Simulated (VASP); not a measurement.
Band structure of ZrO₂ (monoclinic). Level of theory: PBE GGA, VASP's PBE PAW potentials (set 64) (plane waves; VASP).

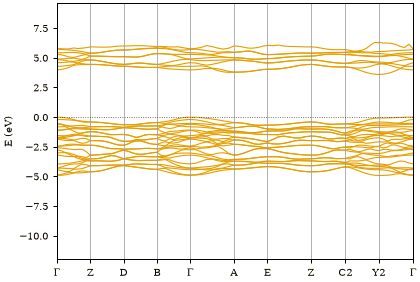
Figure. Bands along high-symmetry lines, zero at the valence-band maximum or, without a gap, the Fermi level

Read the plot: is there a gap, and where are the band edges?

The gap is indirect, 3.60 eV, from the valence maximum at Γ to the conduction minimum at Y2. (Edges off the drawn lines would not show.)

The compound is ZrO2 in the monoclinic structure. It was relaxed first.
